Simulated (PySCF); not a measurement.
**C6H12N2OSi (SMILES C=C([SiH2]N)C(=O)C/C=N/C): density, localisation and related maps**

```xyz
22

C    -2.3732   -1.7859   -0.0676
C    -1.8629   -0.5876    0.1844
Si   -2.9177    0.9947    0.1699
N    -1.8033    2.2754   -0.0847
C    -0.4684   -0.3874    0.6045
O    -0.1816    0.2910    1.5663
C     0.5729   -1.0368   -0.2954
C     1.9584   -0.6143    0.0527
N     2.7016   -0.0811   -0.8055
C     4.0202    0.3481   -0.4633
H    -1.8074   -2.7019    0.0240
H    -3.4083   -1.9022   -0.3436
H    -3.7859    0.9664   -1.0081
H    -3.7208    1.0086    1.4023
H    -0.9697    2.2908    0.4846
H    -2.1523    3.2122   -0.2054
H     0.3518   -0.7830   -1.3337
H     0.4687   -2.1203   -0.1777
H     2.2580   -0.7744    1.0990
H     4.7304   -0.2024   -1.0824
H     4.2711    0.2048    0.5969
H     4.1078    1.4049   -0.7188
```

Geometry: GFN2-xTB.

The calculation used PySCF 2.14.0, PBE0/pcSseg-1, SCF density, gas phase, non-relativistic.

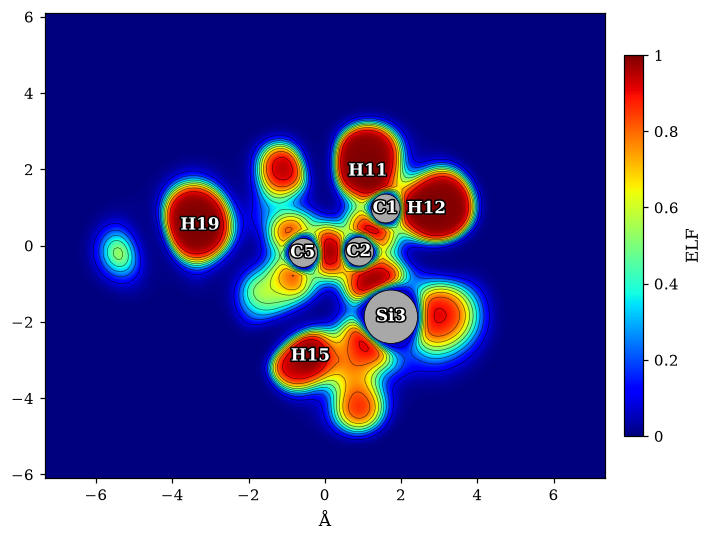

Figure 1. ELF on the plane of atoms C2, C1 and H12. Grey discs cover the atomic cores.

Question: Interpret the plot.

Answer:
- The plane passes through C, Si and H nuclei.
- C–C (1.33 Å): the ELF peaks at about 0.95 between the atoms: a short, multiple covalent bond.
- C–Si (1.90 Å): the ELF peaks at about 0.95 between the atoms: a shared electron pair.

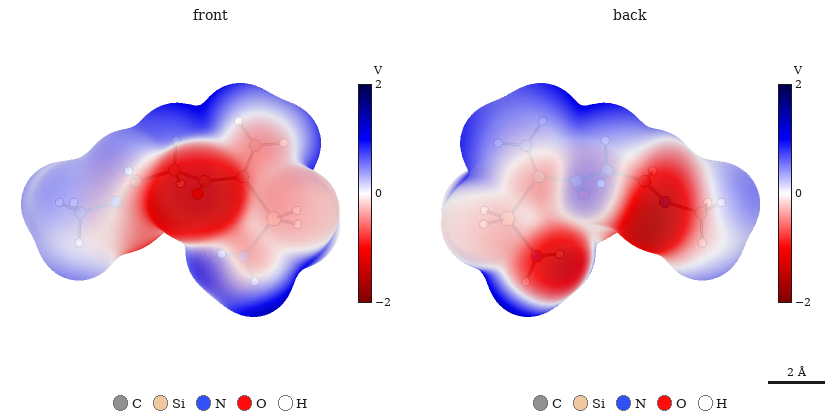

Figure 2. The electrostatic potential painted on the density surface at 0.001 e/bohr³, seen from the front and from behind; the colour scale runs from red (negative) to blue (positive).

Question: Which sites attract a positive test charge, and which a negative one?

Answer: A positive charge is drawn to the negative regions and a negative charge to the positive ones. The most negative region (about −1.5 V) lies over N9, the most positive (about +1.2 V) over H16. N9 is the likeliest acceptor of a hydrogen bond.
